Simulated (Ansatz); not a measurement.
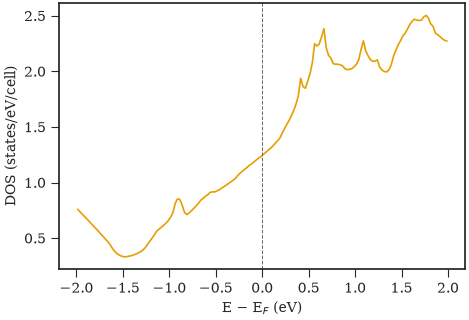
Figure: Density of states of HfTaB4 (P6/mmm) near the Fermi level, PBEsol, rigid bands (Ansatz, an electronic-structure program).

Task: With 6 atoms a cell, what bare Sommerfeld coefficient γ = (π²/3) k_B² N(E_F) follows?

Result: N(E_F) ≈ 1.25 states/eV a cell at 300 K, so γ ≈ 0.49 mJ/(mol of atoms·K²), before electron-phonon enhancement.

Task: How far does the Fermi level move in a rigid band for 0.1 electron a cell added or removed?

Result: 79 meV and -82 meV.

A metal at this level (no band gap); rigid bands, thermally averaged at 300 K, both spins. Spin-orbit coupling is left out, which matters with elements this heavy. Geometry: cell and atoms relaxed with PBEsol.

Computed structure, not matched to a measured one here, so possibly hypothetical: HfTaB4 (P6/mmm).
